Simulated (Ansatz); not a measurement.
# CH2Ga: the cost of one run

Program: Ansatz 0.2.0, Gaussian basis. Level of theory: def2-QZVPP, all electrons in the functionals. These are calculated values, not measurements.

To be run: PBE, BLYP, r2SCAN, B97M-V, PBE0, B3LYP, wB97M-V, at charge 0, doublet; charge 0, quartet; charge 1, singlet; charge 1, triplet.

8 further runs of the same task are left out: 8 set aside as unsound or not needed. Runs told in other sessions of the task aren't counted.

### 1 The system

The geometry is a PBE0/def2-TZVP stationary point (not a proven minimum). No spin-orbit coupling is included. The filled d shell of Ga may be among the frozen orbitals whatever the setting's name suggests.

4 atoms, charge 0, spin multiplicity 2.

Atoms are counted from 1 here; the program's logs count them from 0.

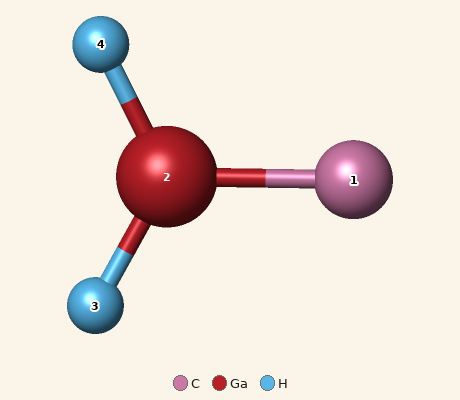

The geometry (carbon pink, gallium red, hydrogen blue); atoms are numbered from 1 in the order of the file.

No dispersion term is added; B97M-V, wB97M-V hold VV10 nonlocal correlation. B3LYP takes the VWN-RPA correlation.

The geometry shown and the zero of energy belong to the point charge 0, doublet. The yardstick, RCCSD(T), and other wave-function levels (R restricted, U unrestricted, valence and pair active spaces) come from earlier runs.

### 2 PBE, charge 0, doublet

File in.yaml:

```yaml
crystal:
  periodic: [false, false, false]
  atoms:
    - {symbol: C, position_ang: [0.000000, 0.001437, 1.708594]}
    - {symbol: Ga, position_ang: [0.000000, -0.000051, -0.265616]}
    - {symbol: H, position_ang: [0.000000, 1.379029, -1.003372]}
    - {symbol: H, position_ang: [0.000000, -1.392627, -0.982695]}
basis:
  gaussian: {orbitals: "def2-QZVPP.json"}
magnetization: {spin_polarized: true, initial_magnetization: 1}
hamiltonian: {xc: {name: PBE}}
output: {orbitals: {seedname: orbitals}}
```

Launch:

```bash
$ ansatz run in.yaml --threads 1 --pin off --events-out ev --progress --plain --max-ram 2393MiB
```

Q: Estimate wall time and peak memory on 1 thread of Intel Xeon 6975P-C, shared host.

About 22 s, with a peak of 0.45 GiB.
